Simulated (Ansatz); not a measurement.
# SnS (SMILES [S][Sn]): levels of theory compared

Aim: a comparison of 6 runs (HF/STO-3G, BLYP/def2-TZVP, CAM-B3LYP/def2-TZVP, PBE-QIDH/def2-TZVP, r2SCAN/def2-TZVP, RPA@PBE0/def2-TZVP) of SnS. 

The results are computed with Ansatz 0.2.0.

37 further runs of the same task are left out: 1 that didn't finish, 36 set aside as unsound or not needed.

### Step 1. The system as given

SnS has 2 atoms, charge 0, and is taken as a singlet. As SMILES, `[S][Sn]`. The S1–Sn2 distance was set to 4.860 Å, away from the relaxed value.

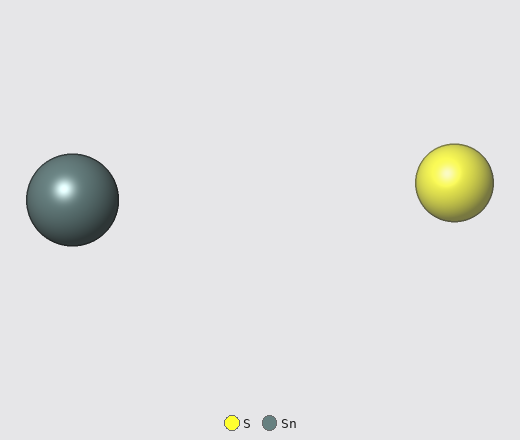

Viewed from a chosen angle; sulfur yellow, tin teal.

### Step 2. The energy at HF/STO-3G (run 1)

input.yaml reads:

```yaml
crystal:
  periodic: [false, false, false]
  atoms:
    - {symbol: S, position_ang: [0.000000, 0.000000, -2.650874]}
    - {symbol: Sn, position_ang: [0.000000, 0.000000, 2.209026]}
basis:
  gaussian: {orbitals: STO-3G}
hamiltonian: {xc: hf}
accuracy: high
output: {orbitals: {seedname: orbitals}}
```

Launch:

```console
$ ansatz run input.yaml --threads 1 --pin off --max-ram 3480MiB --events-out events.jsonl --progress --plain --runs-dir runs
```

What it wrote:

```text
Warning: RAYON_NUM_THREADS=1 ignored (pool sized by the plan → 1); use --threads N
Functional definition: HF
  name "HF"
  exchange = exact_x
  correlation = 0
585 factors; integrals over basis functions are off by at most 5.0e-9 eV
mean field evaluation 1: about -172934.9041 eV, gradient 4.9e0 eV
mean field evaluation 2: about -172934.9175 eV, gradient 4.9e0 eV
mean field evaluation 4: about -172821.3664 eV, gradient 2.2e1 eV
mean field evaluation 8: about -172934.9792 eV, gradient 5.4e0 eV
mean field evaluation 16: about -172960.1327 eV, gradient 9.3e-9 eV
mean field evaluation 32: about -172960.0604 eV, gradient 1.2e0 eV
mean field evaluation 64: about -172960.0924 eV, gradient 9.5e-3 eV
mean field -172960.13269807 eV, -6356.1676400653 hartree, gradient 9.3e-9 eV, S^2 0.000000; 4 other end points of the search recorded, 0 dependent functions left out
reference -172960.13269807 eV, -6356.1676400653 hartree; 33, 33 occupied and 3, 3 virtual orbitals, 585 factors
Total energy: -172960.13269807 eV, -6356.1676400653 hartree
```

Run time: 0.86 s. Hardware: 1 thread of Arm Neoverse V2, shared host.

### Step 3. A single-point energy at BLYP/def2-TZVP (core potential) (run 2)

run.yaml reads:

```yaml
crystal:
  periodic: [false, false, false]
  atoms:
    - {symbol: S, position_ang: [0.000000, 0.000000, -2.650874]}
    - {symbol: Sn, position_ang: [0.000000, 0.000000, 2.209026]}
basis:
  gaussian: {orbitals: def2-TZVP}
hamiltonian: {xc: {name: BLYP}}
accuracy: high
output: {orbitals: {seedname: orbitals}}
```

Launch:

```console
$ ansatz run run.yaml --threads 1 --pin off --max-ram 3480MiB --events-out events.jsonl --progress --plain --runs-dir runs
```

What it wrote (excerpt; [...] marks lines left out):

```text
Warning: RAYON_NUM_THREADS=1 ignored (pool sized by the plan → 1); use --threads N
Functional definition: BLYP
  name "BLYP"
[...]
1261 factors; integrals over basis functions are off by at most 1.4e-8 eV
[...]
mean field -16661.85240378 eV, -612.3117820296 hartree, gradient 6.1e-9 eV, S^2 0.000000; 10 other end points of the search recorded, 0 dependent functions left out
reference -16661.85244646 eV, -612.3117835981 hartree; 19, 19 occupied and 68, 68 virtual orbitals, 1261 factors
Total energy: -16661.85244646 eV, -612.3117835981 hartree
```

Wall time 17 s (1 thread of Arm Neoverse V2, shared host); peak memory 0.16 GiB.

Runs 3 to 5 aren't shown in full; the table further down has their settings and results.

### Step 4. A single-point energy at RPA@PBE0/def2-TZVP (core potential) (run 6)

job.yaml reads:

```yaml
basis:
  gaussian:
    orbitals: def2-TZVP
crystal:
  periodic: [false, false, false]
  atoms:
    - symbol: S
      position_ang: [0.000000, 0.000000, -2.650874]
    - symbol: Sn
      position_ang: [0.000000, 0.000000, 2.209026]
hamiltonian:
  xc: {name: PBE0}
correlation:
  method: rpa
  frozen_orbitals: {S: 5, Sn: 4}
accuracy: high
```

Launch:

```console
$ ansatz run job.yaml --threads 1 --pin off --max-ram 3480MiB --events-out events.jsonl --progress --plain --runs-dir runs
```

What it wrote (excerpt; [...] marks lines left out):

```text
Warning: RAYON_NUM_THREADS=1 ignored (pool sized by the plan → 1); use --threads N
Functional definition: PBE0
  name "PBE0"
[...]
1261 factors; integrals over basis functions are off by at most 1.4e-8 eV
[...]
mean field -16657.59880887 eV, -612.1554653001 hartree, gradient 3.4e-8 eV, S^2 0.000000; 11 other end points of the search recorded, 0 dependent functions left out; unrestricted orbitals would lower it
[...]
unrestricted determinant -16621.09686282 eV, -610.8140435244 hartree, S^2 2.0489
9 core orbitals not correlated: weight in the atoms' cores, before any rotation towards them, 1.000 or more for the frozen orbitals, at most 0.000 for the correlated occupied ones
reference -16617.27679406 eV, -610.6736585869 hartree; 10, 10 occupied and 68, 68 virtual orbitals, 1261 factors
Total energy: -16634.33521722 eV, -611.3005440755 hartree
```

Run time: 30 s. Hardware: 1 thread of Arm Neoverse V2, shared host; peak memory 0.23 GiB.

### Step 5. Overview of the runs

```
run                                 level  core potential  frozen core orbitals   energy (Eh)  HOMO energy (eV)  LUMO energy (eV)  HOMO–LUMO gap (eV)  wall time
  1                             HF/STO-3G            none                     –  -6356.167640             -1.57              4.56                6.13     0.86 s
  2       BLYP/def2-TZVP (core potential)       def2-TZVP                     –   -612.311784             -4.84             -4.76                0.08       17 s
  3  CAM-B3LYP/def2-TZVP (core potential)       def2-TZVP                     –   -612.284809             -6.23             -3.42                2.81      8.1 s
  4   PBE-QIDH/def2-TZVP (core potential)       def2-TZVP                     9   -611.853875             -6.09             -2.85                3.24       12 s
  5     r2SCAN/def2-TZVP (core potential)       def2-TZVP                     –   -612.362165             -5.10             -5.02                0.08       40 s
  6   RPA@PBE0/def2-TZVP (core potential)       def2-TZVP                     9   -611.300544                 –                 –                   –       30 s
```

### Step 6. Results

```
                               quantity          value
                    run 6: total energy  -611.30054 Eh
run 6: RPA correlation energy (valence)     -626.9 mEh
```

Over runs 1, 2, 3, 4, 5 the HOMO–LUMO gap runs from 0.08 eV (BLYP/def2-TZVP) to 6.13 eV (HF/STO-3G). The two ends differ in method and basis and core potential. Totals of different functionals can't be ranked against each other. Some runs of one species differ in core potentials or relativity; totals across that change don't compare. In runs 4, 6 the log says that unrestricted orbitals would lower the reference, so the values rest on an unstable closed-shell determinant (other closed-shell runs at this shape may share the fault). In run 1 the basis is minimal, so the values are rough. In runs 1, 2, 3, 4, 5, 6 a closed-shell determinant meets a far-stretched bond, which it describes badly. In run 1 relativity is left out where basis or elements ask for it. All runs together took 1.8 min, the longest 40 s.
